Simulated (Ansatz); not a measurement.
## Electronic structure of Al3H3 in real space

Input file:

```
crystal:
  periodic: [false, false, false]
  atoms:
    - {symbol: Al, position_ang: [0.567994, 1.269332, 0.142823]}
    - {symbol: Al, position_ang: [-1.107318, 0.305522, 1.674338]}
    - {symbol: Al, position_ang: [0.041259, -1.369980, 0.275588]}
    - {symbol: H, position_ang: [-0.974258, 0.180713, -0.315904]}
    - {symbol: H, position_ang: [1.212318, 2.199670, -1.010308]}
    - {symbol: H, position_ang: [0.260004, -2.585267, -0.766527]}
basis:
  gaussian: {orbitals: def2-TZVP, initial_orbitals: start.molden}
hamiltonian: {xc: pbe0, dispersion: d4}
output: {orbitals: {seedname: orbitals}}
```

Launched as:

```sh
ansatz run in.yaml --threads 4 --pin off --events-out ev --progress --plain --max-ram 3916MiB
```

Geometry: PBE-D4/def2-TZVP.

The calculation used Ansatz 0.2.0, RKS PBE0-D4/def2-TZVP.

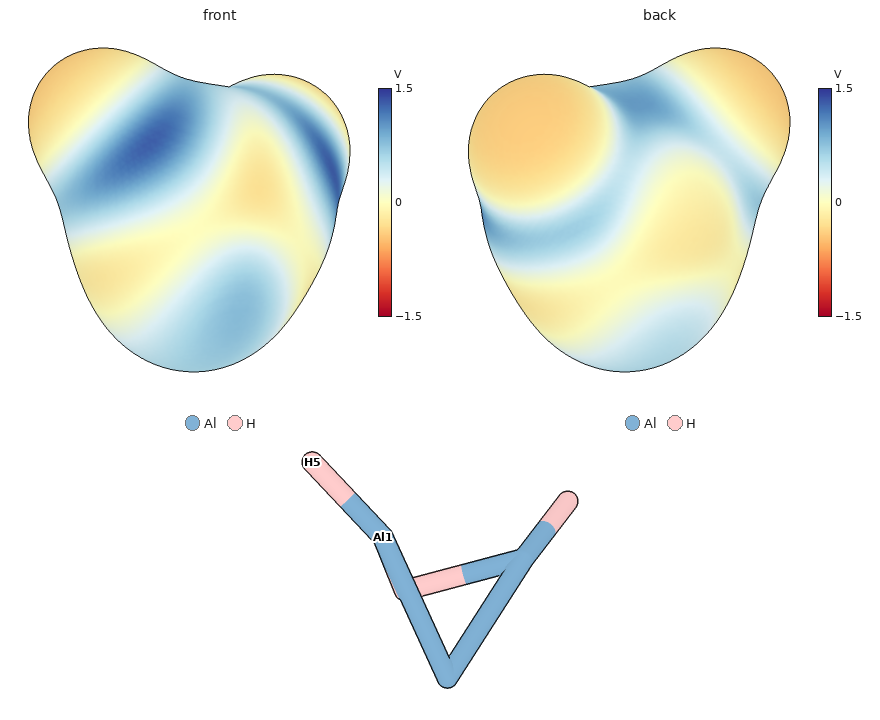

Figure 1. The electrostatic potential painted on the density surface at 0.001 e/bohr³, seen from the front and from behind; the colour scale runs from red (negative) to blue (positive). The bare structure is drawn below in the same view.

### Describe the electrostatic potential map.

The most negative region (about −0.4 V) lies over H5 and H6, the most positive (about +1.3 V) over Al1 and Al3.

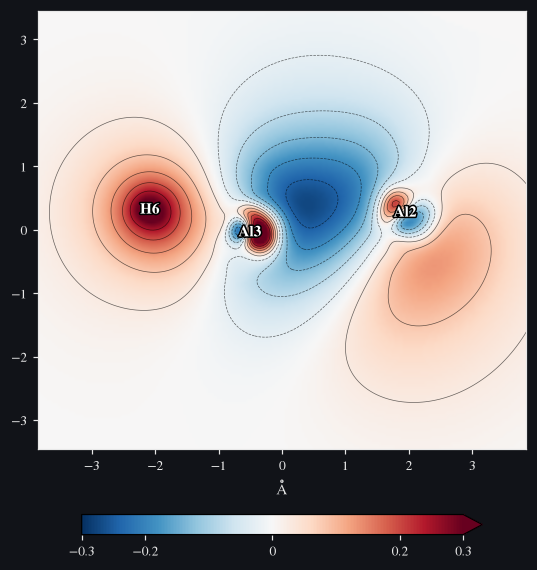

Figure 2. The HOMO on the plane of atoms Al2, Al3 and H6 (values in Å⁻³ᐟ²; the overall sign is arbitrary).

### What is the character of this orbital?

Its weight (Hirshfeld) is mainly on Al2 (about 35 %), Al1 (about 25 %), Al3 (about 25 %), H5 (about 5 %) and H6 (about 5 %). Its energy is −6.01 eV.
